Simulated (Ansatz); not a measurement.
## Response to strain in W

The parent structure is W in the bcc (W type) structure (space group Im-3m, No. 229; a = 3.1542 Å; relaxed with 0.1 eV smearing).

Strains are applied to the cell and any free atomic positions relax.

Level of theory: PBEsol (Ansatz, a quantum-chemistry and plane-wave program; PAW; 420 eV plane waves; no spin-orbit coupling).

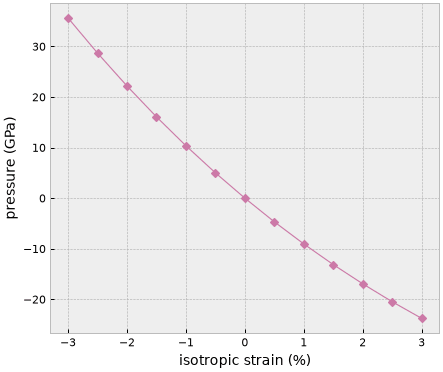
Figure: Pressure against isotropic strain

```
isotropic strain (%)   pressure
--------------------  ---------
-3                     35.6 GPa
-2.5                   28.7 GPa
-2                     22.2 GPa
-1.5                   16.1 GPa
-1                     10.4 GPa
-0.5                    5.0 GPa
0.5                    -4.7 GPa
1                      -9.1 GPa
1.5                   -13.1 GPa
2                     -16.9 GPa
2.5                   -20.5 GPa
3                     -23.8 GPa
```

Whether these cells are dynamically stable was not tested. The final runs are not spin-polarised.
